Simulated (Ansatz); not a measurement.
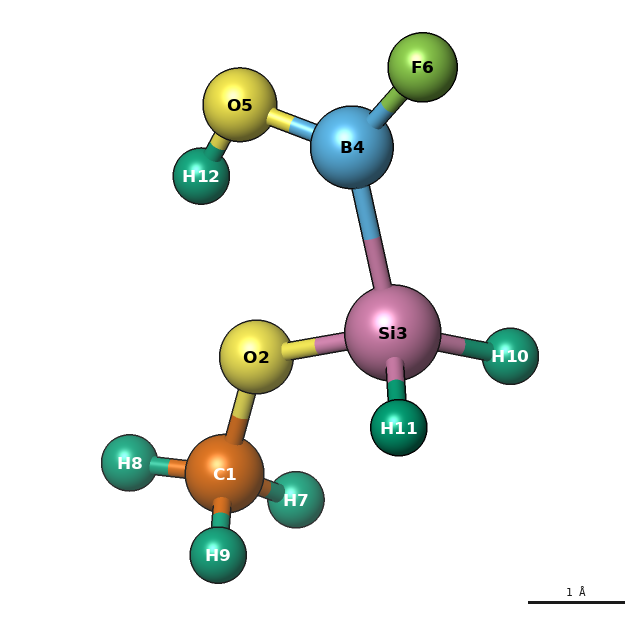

Computed geometry: PBE-D4/def2-SVP optimisation. No frequency run is at hand to confirm it as a minimum.

Which hydrogen bonds does the structure hold? Count O, N, F, S and Cl donors.

| D–H···A | D–H (Å) | H···A (Å) | angle (°) | kind |
| --- | --- | --- | --- | --- |
| O5–H12···O2 | 0.99 | 2.00 | 133 | intramolecular |
